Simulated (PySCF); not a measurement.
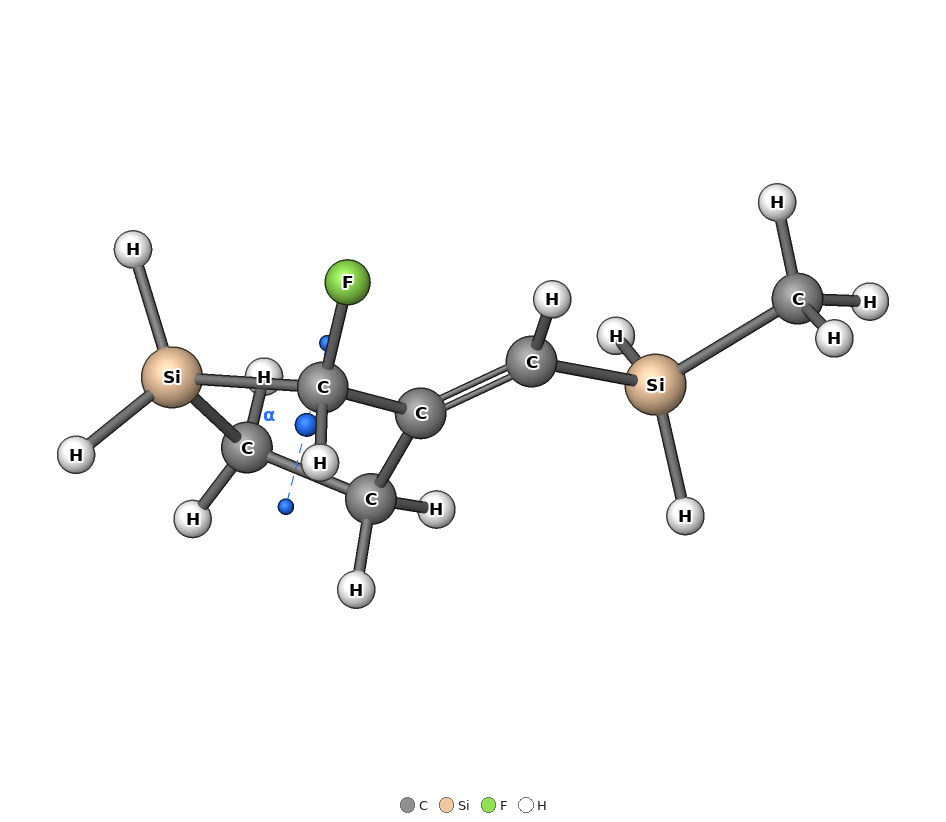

The small points mark where nucleus-independent chemical shifts (NICS) were computed: at the centre of each lettered ring and 1 Å above and below it. The geometry was computed by an optimisation with GFN2-xTB. No frequency run is at hand to confirm it as a minimum. Method: GIAO PBE0/pcSseg-1 NMR shielding, non-relativistic, gas phase (PySCF 2.14.0).

Give NICS(0), NICS(1) and the out-of-plane component NICS(1)zz for each ring (means of the two sides).

```json
{"ring": "α", "members": "C4Si", "NICS(0)": "−3.0", "NICS(1)": "−3.5", "NICS(1)zz": "0.0"}
```

Values in ppm.

What do the values say about the ring currents?

Ring α: weak, as in a non-aromatic ring. NICS is one index among several.

The geometry is semi-empirical. Around Si such bond lengths and angles can be off by a tenth of an ångström or more and by several degrees, and values that hang on the shape move with them.
